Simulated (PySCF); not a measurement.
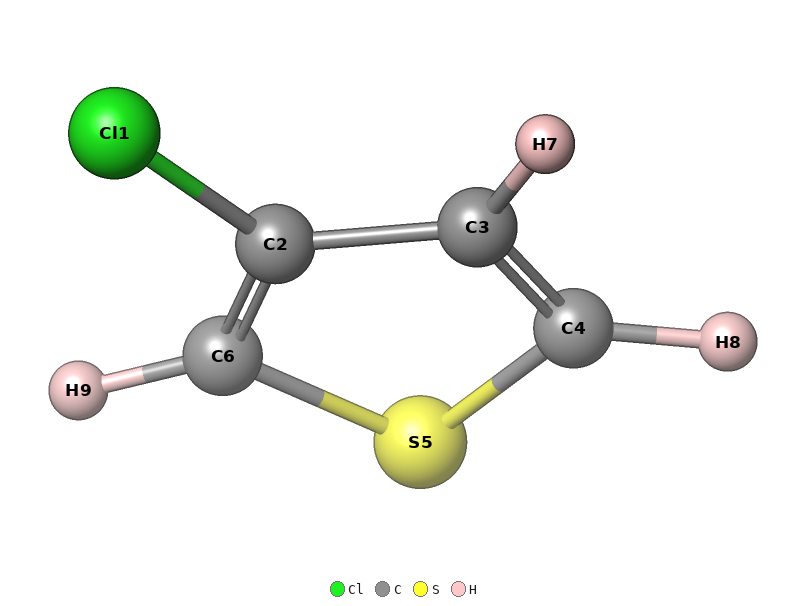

Depth is shown by fading: the farther an atom, the more it takes the colour of the background. The computed structure is the end point of a PBE0-D3(BJ)/def2-SVP optimisation. No frequency run is at hand to confirm it as a minimum.

> How is the 5-membered ring C2–C3–C4–S5–C6 puckered?

It is planar. The Cremer–Pople amplitude Q is 0.00 Å.

> Give the torsion angles round the ring, beginning with the bond from its second to its third atom.

0°, 0°, 0°, 0°, 0°.
